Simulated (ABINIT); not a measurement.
# A GW chain in ABINIT: BaTiO3 (P4mm)

Wanted: ground state, empty states, screening and self-energy for BaTiO3 (P4mm).

Program: ABINIT 10.8.3. Level of theory: PBE and many-body steps on it, plane waves. Results are calculated unless marked as measured.

The database entry behind the starting cell differs from later determinations by our own check (c/a about 0.6 % short), so it need not match the best structure at ambient conditions.

**1. The structure**

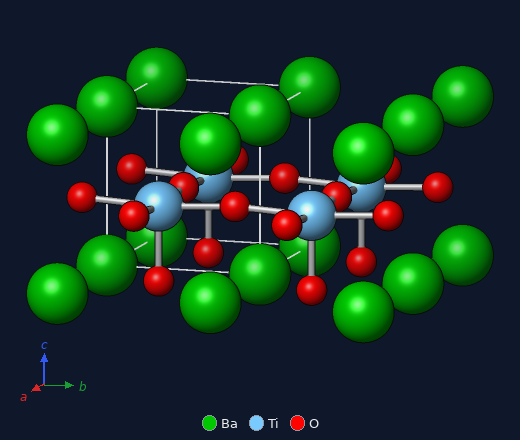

The cell as given, slightly off an axis (barium green, titanium blue, oxygen red). 2×2×1 cells are drawn. Some periodic images of atoms are drawn too.

The cell and positions come from the Crystallography Open Database and are kept as given unless a step says otherwise. Spin-orbit coupling is left out unless a step names it.

**2. Ground state**

This step: ABINIT 10.8.3; DFT, PBE, plane waves, norm-conserving pseudopotentials.

The ground-state density comes first.

run.abi reads:

```
acell 3*1.0 Angstrom
rprim 
  3.999800000000 0.000000000000 0.000000000000
  0.000000000000 3.999800000000 0.000000000000
  0.000000000000 0.000000000000 4.018000000000
ntypat 3
znucl 56 22 8
natom 5
typat 1 2 3 3 3
xred 
  0.000000000000 0.000000000000 0.000000000000
  0.500000000000 0.500000000000 0.490000000000
  0.500000000000 0.500000000000 0.019000000000
  0.500000000000 0.000000000000 0.517000000000
  0.000000000000 0.500000000000 0.517000000000
pp_dirpath "pseudos"
pseudos "Ba.upf, Ti.upf, O.upf"
ecut 38
ngkpt 6 6 6
nshiftk 1
shiftk 0 0 0
kptopt 1
chksymbreak 0
nband 26
occopt 1
tolvrs 1e-10
nstep 60
prtwf 0
optforces 0
optstress 0
indata_prefix "in"
outdata_prefix "out"
tmpdata_prefix "tmp"
```

The run is started by

```bash
OMP_NUM_THREADS=1 mpirun -n 8 abinit run.abi > log
```

Numbers of over 12 decimals in the logs are rounded to 6 here.

The log of the run:

```text
.Version 10.8.3 of ABINIT. v10.8.2 released Aug 2026.

 Symmetries : space group P4 m m (# 99); Bravais tP (primitive tetrag.)
================================================================================
 Values of the parameters that define the memory need of the present run
     intxc =       0    ionmov =       0      iscf =       7    lmnmax =       6
     lnmax =       6     mgfft =      45  mpssoang =       3    mqgrid =    3001
     natom =       5  nloc_mem =       1    nspden =       1   nspinor =       1
    nsppol =       1      nsym =       8    n1xccc =    2501    ntypat =       3
    occopt =       1   xclevel =       2
-    mband =          26        mffmem =           1         mkmem =           5
       mpw =        4870          nfft =       91125          nkpt =          40
================================================================================
  Rough estimation (10% accuracy) of disk space for files :
================================================================================

--------------------------------------------------------------------------------
------------- Echo of variables that govern the present computation ------------
--------------------------------------------------------------------------------
 -outvars: echo values of preprocessed input variables --------
            acell      1.8897261259E+00  1.8897261259E+00  1.8897261259E+00 Bohr

      chksymbreak           0
             ecut      3.80000000E+01 Hartree
-          fftalg         312

              ixc     -101130
              kpt      0.00000000E+00  0.00000000E+00  0.00000000E+00
                       1.66666667E-01  0.00000000E+00  0.00000000E+00
                       3.33333333E-01  0.00000000E+00  0.00000000E+00
                       5.00000000E-01  0.00000000E+00  0.00000000E+00
                       1.66666667E-01  1.66666667E-01  0.00000000E+00
                       3.33333333E-01  1.66666667E-01  0.00000000E+00
                       5.00000000E-01  1.66666667E-01  0.00000000E+00
                       3.33333333E-01  3.33333333E-01  0.00000000E+00
                       5.00000000E-01  3.33333333E-01  0.00000000E+00
   [... 29 further rows ...]
                       5.00000000E-01  3.33333333E-01  5.00000000E-01
                       5.00000000E-01  5.00000000E-01  5.00000000E-01
         kptrlatt        6    0    0      0    6    0      0    0    6
          kptrlen      4.53511594E+01
P           mkmem           5
            natom           5
            nband          26
            ngfft          45      45      45
             nkpt          40
            nstep          60
             nsym           8
           ntypat           3
              occ      2.000000  2.000000  2.000000  2.000000  2.000000  2.000000
                       2.000000  2.000000  2.000000  2.000000  2.000000  2.000000
                       2.000000  2.000000  2.000000  2.000000  2.000000  2.000000
                       2.000000  2.000000  0.000000  0.000000  0.000000  0.000000
                       0.000000  0.000000
        optforces           0
        optstress           0
            prtwf           0
            rprim      3.9998000000E+00  0.0000000000E+00  0.0000000000E+00
[...]
spgroup          99

           tolvrs      1.00000000E-10

             xred      0.0000000000E+00  0.0000000000E+00  0.0000000000E+00
[...]
znucl       56.00000   22.00000    8.00000

================================================================================

 chkinp: Checking input parameters for consistency.

================================================================================
== DATASET  1 ==================================================================
-   mpi_nproc: 8, omp_nthreads: 1 (-1 if OMP is not activated)

--- !DatasetInfo
iteration_state: {dtset: 1, }
dimensions: {natom: 5, nkpt: 40, mband: 26, nsppol: 1, nspinor: 1, nspden: 1, mpw: 4870, }
cutoff_energies: {ecut:  38.0, pawecutdg:  -1.0, }
electrons: {nelect:   4.00000000E+01, charge:   0.00000000E+00, occopt:   1.00000000E+00, tsmear:   1.00000000E-02, }

 Real(R)+Recip(G) space primitive vectors, cartesian coordinates (Bohr,Bohr^-1):
 R(1)=  7.5585266  0.0000000  0.0000000  G(1)=  0.1323009  0.0000000  0.0000000
 R(2)=  0.0000000  7.5585266  0.0000000  G(2)=  0.0000000  0.1323009  0.0000000
 R(3)=  0.0000000  0.0000000  7.5929196  G(3)=  0.0000000  0.0000000  0.1317016
 Unit cell volume ucvol=  4.3379355E+02 bohr^3
 Angles (23,13,12)=  9.00000000E+01  9.00000000E+01  9.00000000E+01 degrees

 getcut: wavevector=  0.0000  0.0000  0.0000  ngfft=  45  45  45
         ecut(hartree)=     38.000   => boxcut(ratio)=   2.08827

--- Pseudopotential description ------------------------------------------------
- Ba Generated using ONCVPSP code by D. R. Hamann
- 56.00000  10.00000  171031                  znucl, zion, pspdat
12 -101130 2 -1 1958                          pspcod,pspxc,lmax,lloc,mmax
     nproj     2     2     2
  pspatm : epsatm=   26.75150155
         --- l  ekb(1:nproj) -->
[...]
pspatm: atomic psp has been read  and splines computed

- Ti Generated using ONCVPSP code by D. R. Hamann
- 22.00000  12.00000  171031                  znucl, zion, pspdat
12 -101130 2 -1 1586                          pspcod,pspxc,lmax,lloc,mmax
     nproj     2     2     2
  pspatm : epsatm=   14.68144553
         --- l  ekb(1:nproj) -->
[...]
pspatm: atomic psp has been read  and splines computed

- O Generated using ONCVPSP code by D. R. Hamann
-  8.00000   6.00000  171031                  znucl, zion, pspdat
12 -101130 2 -1 936                           pspcod,pspxc,lmax,lloc,mmax
     nproj     2     2     1
  pspatm : epsatm=    6.19545534
         --- l  ekb(1:nproj) -->
[...]
2   -1.331955
 pspatm: atomic psp has been read  and splines computed

   2.40077252E+03                                ecore*ucvol(ha*bohr**3)
--------------------------------------------------------------------------------

_setup2: Arith. and geom. avg. npw (full set) are    4853.144    4853.130

================================================================================

--- !BeginCycle
iteration_state: {dtset: 1, }
solver: {iscf: 7, nstep: 60, nline: 4, wfoptalg: 0, }
tolerances: {tolvrs: 1.00E-10, }

     iter   Etot(hartree)      deltaE(h)  residm     vres2
 ETOT  1  -136.74702743022    -1.367E+02 9.336E-02 1.935E+03
 ETOT  2  -127.17103026230     9.576E+00 1.298E-01 3.590E+04
 ETOT  3  -137.29092020010    -1.012E+01 4.830E-02 5.503E+02
 ETOT  4  -137.30915257661    -1.823E-02 1.085E-01 3.635E+02
 ETOT  5  -137.36275512672    -5.360E-02 2.002E-02 1.113E+02
 ETOT  6  -137.38082547404    -1.807E-02 1.842E-02 2.380E+01
 ETOT  7  -137.38517000249    -4.345E-03 3.489E-02 3.044E+00
 ETOT  8  -137.38541730655    -2.473E-04 6.060E-03 1.843E+00
 ETOT  9  -137.38577540460    -3.581E-04 4.699E-03 1.982E-01
 ETOT 10  -137.38581686400    -4.146E-05 6.224E-03 4.499E-03
 ETOT 11  -137.38581780632    -9.423E-07 6.059E-03 1.181E-04
 ETOT 12  -137.38581782532    -1.900E-08 4.057E-03 1.729E-05
 ETOT 13  -137.38581782918    -3.859E-09 1.931E-03 1.939E-07
 ETOT 14  -137.38581782923    -5.127E-11 1.177E-03 5.190E-10
 ETOT 15  -137.38581782922     6.679E-12 8.115E-04 3.578E-11

 At SCF step   15       vres2   =  3.58E-11 < tolvrs=  1.00E-10 =>converged.

--- !ResultsGS
iteration_state: {dtset: 1, }
comment   : Summary of ground state results
lattice_vectors:
- [  7.5585266,   0.0000000,   0.0000000, ]
- [  0.0000000,   7.5585266,   0.0000000, ]
- [  0.0000000,   0.0000000,   7.5929196, ]
lattice_lengths: [   7.55853,    7.55853,    7.59292, ]
lattice_angles: [ 90.000,  90.000,  90.000, ] # degrees, (23, 13, 12)
lattice_volume:   4.3379355E+02
convergence: {deltae:  6.679E-12, res2:  3.578E-11, residm:  8.115E-04, diffor:  0.000E+00, }
etotal    :  -1.37385818E+02
entropy   :   0.00000000E+00
fermie    :   2.43749078E-01
cartesian_stress_tensor: null
pressure_GPa: null
xred      :
- [  0.0000E+00,   0.0000E+00,   0.0000E+00, Ba]
- [  5.0000E-01,   5.0000E-01,   4.9000E-01, Ti]
- [  5.0000E-01,   5.0000E-01,   1.9000E-02,  O]
- [  5.0000E-01,   0.0000E+00,   5.1700E-01,  O]
- [  0.0000E+00,   5.0000E-01,   5.1700E-01,  O]
cartesian_forces: null
force_length_stats: {min: null, max: null, mean: null, }

 Integrated electronic density in atomic spheres:
 ------------------------------------------------
 Atom  Sphere_radius  Integrated_density
[...]
================================================================================

 ----iterations are completed or convergence reached----

 Mean square residual over all n,k,spin=   49.533E-07; max=  81.145E-05
 reduced coordinates (array xred) for    5 atoms
       0.000000000000      0.000000000000      0.000000000000
       0.500000000000      0.500000000000      0.490000000000
       0.500000000000      0.500000000000      0.019000000000
       0.500000000000      0.000000000000      0.517000000000
       0.000000000000      0.500000000000      0.517000000000
 rms dE/dt=  0.0000E+00; max dE/dt=  0.0000E+00; dE/dt below (all hartree)
    1       0.000000000000      0.000000000000      0.000000000000
    2       0.000000000000      0.000000000000      0.000000000000
    3       0.000000000000      0.000000000000      0.000000000000
    4       0.000000000000      0.000000000000      0.000000000000
    5       0.000000000000      0.000000000000      0.000000000000

 cartesian coordinates (angstrom) at end:
    1      0.000000     0.000000     0.000000
    2      1.999900     1.999900     1.968820
    3      1.999900     1.999900     0.076342
    4      1.999900     0.000000     2.077306
    5      0.000000     1.999900     2.077306
 length scales=  1.889726125908  1.889726125908  1.889726125908 bohr
              =  1.000000000000  1.000000000000  1.000000000000 angstroms
 prteigrs : about to open file out_EIG
 Fermi (or HOMO) energy (hartree) =   0.24375   Average Vxc (hartree)=  -0.42018
 Eigenvalues (hartree) for nkpt=  40  k points:
 kpt#   1, nband= 26, wtk=  0.00463, kpt=  0.0000  0.0000  0.0000 (reduced coord)
  -1.83423   -0.96189   -0.96079   -0.96079   -0.66794   -0.37542   -0.35158   -0.34946
  -0.12278   -0.12278   -0.12269    0.15812    0.15859    0.15859    0.19852    0.19852
   0.20188    0.23290    0.23345    0.23345    0.31085    0.31864    0.31864    0.39233
   0.39581    0.42938
 prteigrs : prtvol=0 or 1, do not print more k-points.

--- !EnergyTerms
iteration_state     : {dtset: 1, }
comment             : Components of total free energy in Hartree
kinetic             :  6.27179103647969E+01
hartree             :  2.98550045081268E+01
xc                  : -2.80526025380794E+01
Ewald energy        : -1.03499980157244E+02
psp_core            :  5.53436662415721E+00
local_psp           : -1.00646688457197E+02
non_local_psp       : -3.29382817378525E+00
total_energy        : -1.37385817829224E+02
total_energy_eV     : -3.73845855367101E+03
band_energy         : -1.06399168460667E+01

== END DATASET(S) ==============================================================
================================================================================

 -outvars: echo values of variables after computation  --------
           etotal     -1.3738581783E+02
            nband          26
             nkpt          40
          spgroup          99
 [... the other variables as echoed above ...]

 Calculation completed.
```

Elapsed: 66 s, on 8 MPI ranks of Arm Neoverse N1, shared host; peak memory 0.73 GiB.

This step gave:

| Item | Value |
| --- | --- |
| total energy | -3738.4586 eV |
| gap | 1.826 eV |
| k of the valence top | 0.5, 0.5, 0.5 |
| k of the conduction bottom | 0, 0, 0 |
| least direct gap | 2.106 eV |

The gap is indirect, with the least direct gap 0.28 eV higher.

**3. Empty states on the mesh, 4×4×4 mesh, 128 bands**

The sums over transitions need many empty states on a uniform mesh; this step solves for them.

Changes to run.abi since step 2:

```diff
@@ -18,3 +18,3 @@
 ecut 38
-ngkpt 6 6 6
+ngkpt 4 4 4
 nshiftk 1
@@ -23,9 +23,10 @@
 chksymbreak 0
-nband 26
-occopt 1
-tolvrs 1e-10
+iscf -2
+irdden 1
+istwfk *1
+nband 128
+nbdbuf 10
+tolwfr 1e-09
 nstep 60
-prtwf 0
-optforces 0
-optstress 0
+prtvol 0
 indata_prefix "in"
```

The log of the run:

```text
.Version 10.8.3 of ABINIT. v10.8.2 released Aug 2026.

 Symmetries : space group P4 m m (# 99); Bravais tP (primitive tetrag.)
[... echo of the input left out ...]
== DATASET  1 ==================================================================
-   mpi_nproc: 8, omp_nthreads: 1 (-1 if OMP is not activated)

--- !DatasetInfo
iteration_state: {dtset: 1, }
dimensions: {natom: 5, nkpt: 18, mband: 128, nsppol: 1, nspinor: 1, nspden: 1, mpw: 4929, }
cutoff_energies: {ecut:  38.0, pawecutdg:  -1.0, }
electrons: {nelect:   4.00000000E+01, charge:   0.00000000E+00, occopt:   1.00000000E+00, tsmear:   1.00000000E-02, }

 Real(R)+Recip(G) space primitive vectors, cartesian coordinates (Bohr,Bohr^-1):
 R(1)=  7.5585266  0.0000000  0.0000000  G(1)=  0.1323009  0.0000000  0.0000000
 R(2)=  0.0000000  7.5585266  0.0000000  G(2)=  0.0000000  0.1323009  0.0000000
 R(3)=  0.0000000  0.0000000  7.5929196  G(3)=  0.0000000  0.0000000  0.1317016
 Unit cell volume ucvol=  4.3379355E+02 bohr^3
 Angles (23,13,12)=  9.00000000E+01  9.00000000E+01  9.00000000E+01 degrees

 getcut: wavevector=  0.0000  0.0000  0.0000  ngfft=  45  45  45
         ecut(hartree)=     38.000   => boxcut(ratio)=   2.08827

--- Pseudopotential description ------------------------------------------------
- Ba Generated using ONCVPSP code by D. R. Hamann
- 56.00000  10.00000  171031                  znucl, zion, pspdat
12 -101130 2 -1 1958                          pspcod,pspxc,lmax,lloc,mmax
     nproj     2     2     2
  pspatm : epsatm=   26.75150155
         --- l  ekb(1:nproj) -->
             0    6.667868    0.674319
             1    5.008801    0.408242
             2    2.532546    0.415477
 pspatm: atomic psp has been read  and splines computed

- Ti Generated using ONCVPSP code by D. R. Hamann
- 22.00000  12.00000  171031                  znucl, zion, pspdat
12 -101130 2 -1 1586                          pspcod,pspxc,lmax,lloc,mmax
     nproj     2     2     2
  pspatm : epsatm=   14.68144553
         --- l  ekb(1:nproj) -->
[...]
pspatm: atomic psp has been read  and splines computed

- O Generated using ONCVPSP code by D. R. Hamann
-  8.00000   6.00000  171031                  znucl, zion, pspdat
12 -101130 2 -1 936                           pspcod,pspxc,lmax,lloc,mmax
     nproj     2     2     1
  pspatm : epsatm=    6.19545534
         --- l  ekb(1:nproj) -->
[...]
2   -1.331955
 pspatm: atomic psp has been read  and splines computed

--------------------------------------------------------------------------------

================================================================================
 prteigrs : about to open file out_EIG
 Non-SCF case, kpt    1 (  0.00000  0.00000  0.00000), residuals and eigenvalues=
  5.42E-10  1.55E-10  2.43E-10  5.16E-10  4.82E-11  3.32E-10  3.43E-10  3.77E-10
  1.05E-10  4.43E-10  1.91E-10  2.07E-10  2.82E-10  9.11E-10  2.61E-10  4.14E-10
  3.64E-10  3.33E-10  2.64E-10  5.25E-10  1.57E-10  1.80E-10  1.76E-10  1.42E-10
[...]
-1.8342E+00 -9.6189E-01 -9.6079E-01 -9.6079E-01 -6.6794E-01 -3.7542E-01
 -3.5158E-01 -3.4946E-01 -1.2278E-01 -1.2278E-01 -1.2269E-01  1.5812E-01
  1.5859E-01  1.5859E-01  1.9852E-01  1.9852E-01  2.0188E-01  2.3290E-01
[...]
2.7379E+00  2.7472E+00  2.7523E+00  2.7545E+00  2.8508E+00  2.8508E+00
  2.8536E+00  2.8605E+00  2.8767E+00  2.8978E+00  2.9108E+00  2.9108E+00
  2.9607E+00  2.9622E+00
 prteigrs : prtvol=0 or 1, do not print more k-points.

--- !ResultsGS
iteration_state: {dtset: 1, }
comment   : Summary of ground state results
lattice_vectors:
- [  7.5585266,   0.0000000,   0.0000000, ]
- [  0.0000000,   7.5585266,   0.0000000, ]
- [  0.0000000,   0.0000000,   7.5929196, ]
lattice_lengths: [   7.55853,    7.55853,    7.59292, ]
lattice_angles: [ 90.000,  90.000,  90.000, ] # degrees, (23, 13, 12)
lattice_volume:   4.3379355E+02
convergence: {deltae:  0.000E+00, res2:  0.000E+00, residm:  9.987E-10, diffor:  0.000E+00, }
etotal    :  -1.37385818E+02
entropy   :   0.00000000E+00
fermie    :   2.43749078E-01
cartesian_stress_tensor: null
pressure_GPa: null
xred      :
- [  0.0000E+00,   0.0000E+00,   0.0000E+00, Ba]
- [  5.0000E-01,   5.0000E-01,   4.9000E-01, Ti]
- [  5.0000E-01,   5.0000E-01,   1.9000E-02,  O]
- [  5.0000E-01,   0.0000E+00,   5.1700E-01,  O]
- [  0.0000E+00,   5.0000E-01,   5.1700E-01,  O]
cartesian_forces: null
force_length_stats: {min: null, max: null, mean: null, }

 Integrated electronic density in atomic spheres:
 ------------------------------------------------
 Atom  Sphere_radius  Integrated_density
[...]
================================================================================

 ----iterations are completed or convergence reached----

 Mean square residual over all n,k,spin=   41.231E-11; max=  99.869E-11
 reduced coordinates (array xred) for    5 atoms
[...]
0.500000000000      0.000000000000      0.517000000000
       0.000000000000      0.500000000000      0.517000000000

 cartesian coordinates (angstrom) at end:
    1      0.000000     0.000000     0.000000
    2      1.999900     1.999900     1.968820
    3      1.999900     1.999900     0.076342
    4      1.999900     0.000000     2.077306
    5      0.000000     1.999900     2.077306
 length scales=  1.889726125908  1.889726125908  1.889726125908 bohr
              =  1.000000000000  1.000000000000  1.000000000000 angstroms
 prteigrs : about to open file out_EIG
 Eigenvalues (hartree) for nkpt=  18  k points:
 kpt#   1, nband=128, wtk=  0.01563, kpt=  0.0000  0.0000  0.0000 (reduced coord)
[...]
2.73721    2.73786    2.73786    2.74717    2.75233    2.75449    2.85080    2.85080
   2.85364    2.86049    2.87667    2.89780    2.91080    2.91083    2.96074    2.96225
 prteigrs : prtvol=0 or 1, do not print more k-points.

== END DATASET(S) ==============================================================
================================================================================

 -outvars: echo values of variables after computation  --------
            nband         128
             nkpt          18
          spgroup          99
 [... the other variables as echoed above ...]

 Calculation completed.
```

It took 1.7 min on 8 MPI ranks; peak memory 0.71 GiB; 14 min of CPU time.

Numbers from this step:

```
gap                                                           : 1.826 eV
k of the valence top                                          : 0.5, 0.5, 0.5
k of the conduction bottom                                    : 0, 0, 0
least direct gap                                              : 2.106 eV
k points computed                                             : 18
lowest point of the top converged band, above the valence top : 65.4246 eV
```

On this mesh the gap is 1.826 eV.

(Continued in part 2 of 2.)

[Paths, hosts, dates, memory and timing lines, banners, echoed tables and standing remarks are left out of the program output.]

[Logs are printed without paths, hosts, clocks, repeated set-up lines and the standing remarks that a program may print on its own settings, such as how far it seeks lower states.]

[Runs of the session that timed out or met a known fault of the program may be left out.]

[Hosts, paths, dates, database ids (printed as entryN), source tags and the programs' standing remarks are cut or masked in the printed files.]

[G0W0 gaps are taken among the corrected bands and points alone; a level outside them can change the order at an edge.]

[Where Ansatz stands beside ABINIT at settings called matched, ABINIT's density can come from a denser mesh and the files from another edition; pairs whose starting gaps differed by over 0.03 eV were left out, so agreement reads better than it is.]
